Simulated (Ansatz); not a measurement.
# F2Ge (SMILES [F][Ge][F]): what the fields show

```xyz
3

F    -0.6759   -1.1018   -0.4975
Ge    0.6375   -0.2952    0.3202
F     0.0276    1.3321    0.1641
```

Geometry: PBE0-D4/def2-TZVP.

Computed with isolated molecule in a Gaussian basis; Kohn-Sham density functional theory, functional B3LYP in Ansatz 0.2.0.

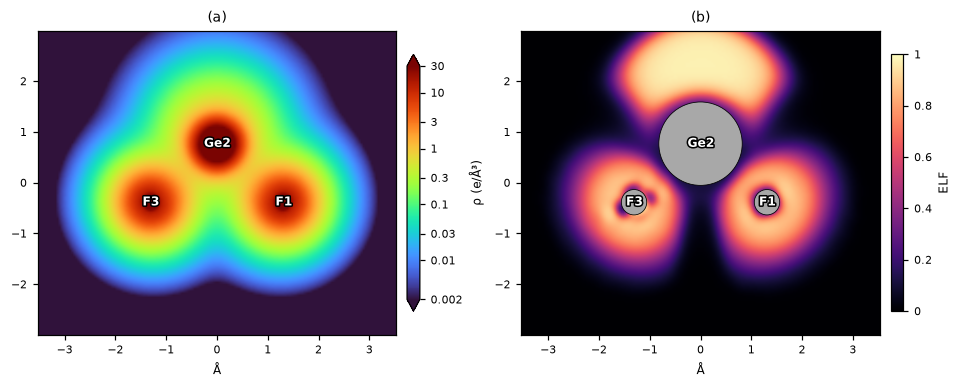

Figure 1. (a) electron density; (b) ELF on the molecular plane. Grey discs cover the atomic cores in the ELF map.

### What does the map show?

The plane passes through F and Ge nuclei. Ge–F (1.74 Å): the density is about 0.98 e/Å³ at the midpoint; the ELF peaks at about 0.80 in the valence shell of F, 0.5 Å from its nucleus, and is about 0.25 at the midpoint. The ELF also peaks beside F3 and F1, away from the bonds: lone-pair regions.

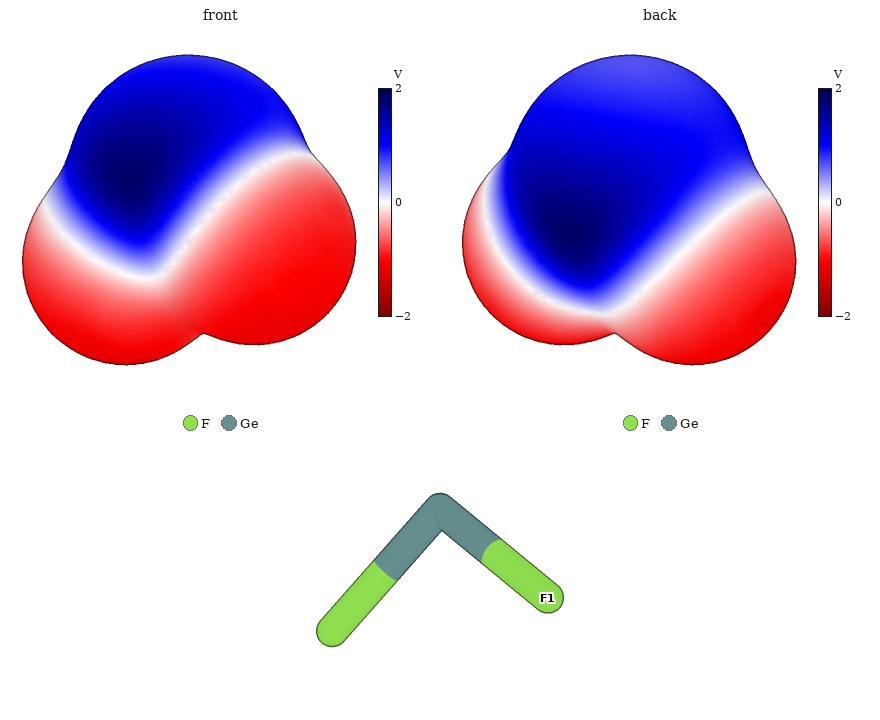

Figure 2. The electrostatic potential painted on the density surface at 0.001 e/bohr³, seen from the front and from behind; red is negative and blue positive. The bare structure is drawn below in the same view.

### Which sites attract a positive test charge, and which a negative one?

A positive charge is drawn to the negative regions and a negative charge to the positive ones. The most negative region (about −1.1 V) lies over F1 and F3, the most positive (about +1.8 V) over Ge2.

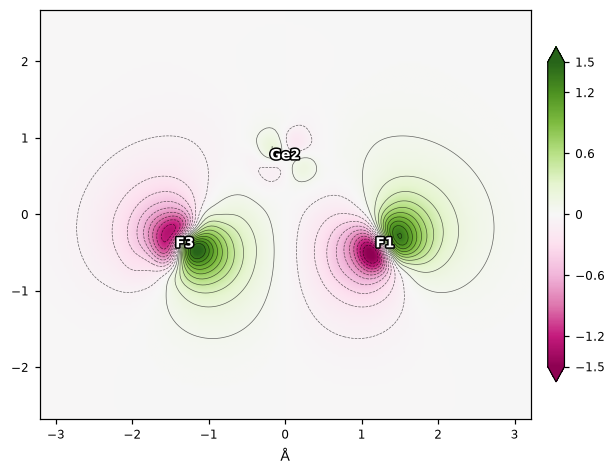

Figure 3. The HOMO−1 on the molecular plane (values in Å⁻³ᐟ²; the overall sign is arbitrary).

### What is the character of this orbital?

It lies mainly on F1 (about 45 %) and F3 (about 45 %); it is symmetric in the molecular plane (an in-plane orbital: σ, lone-pair or in-plane π type); largely a combination of lone pairs on F1 and F3. Its energy is −10.70 eV.
